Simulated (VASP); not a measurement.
Band structure of PtAl₂ (fluorite). Calculation: MS2 meta-GGA, VASP's PBE PAW potentials (set 64) (plane waves; VASP 6.6.1).

Unless said otherwise, spin-orbit coupling is left out, though it shifts the bands of the heavy elements here.

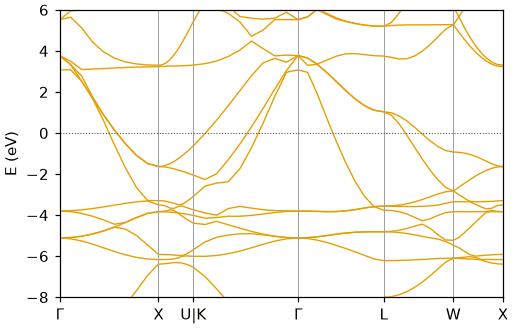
*Bands along high-symmetry lines, zero at the valence-band maximum or, without a gap, the Fermi level*

**Question.** Read the plot: is there a gap, and where are the band edges?

**Answer.** It has no gap at this level: it comes out as a metal or semimetal.

The compound is PtAl2 in the fluorite structure. It was relaxed first.
